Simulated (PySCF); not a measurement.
```xyz
5

Ge   -0.6918    0.6903    0.0796
H    -0.8504   -0.8285    0.5396
H     0.7317    0.3842   -0.5699
Cl   -1.6330   -0.1757   -2.3329
H    -2.6767    0.5838   -2.3793
```

Geometry: PBE0-D3(BJ)/def2-SVPD.

Level of theory: PBE0-D3(BJ)/def2-TZVPD, SCF density, gas phase in PySCF 2.14.0.

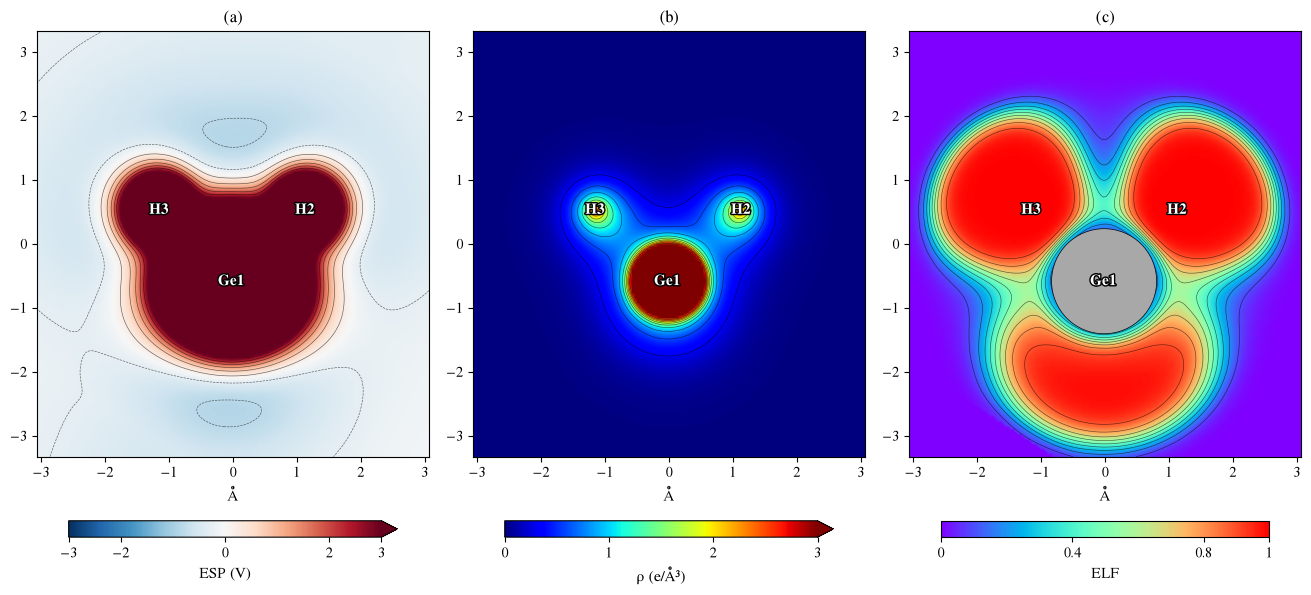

GeH₂···HCl. (a) molecular electrostatic potential; (b) total electron density; (c) ELF on the plane of atoms H2, Ge1 and H3. Grey discs cover the atomic cores in the ELF map.

What does the map show?

The plane passes through Ge and H nuclei.
Ge–H (1.59 Å): the density is about 0.93 e/Å³ at the midpoint; the ELF climbs to about 1 towards the hydrogen.
Outside the dense part of the complex the potential is most negative (−0.9 V) near Ge1.
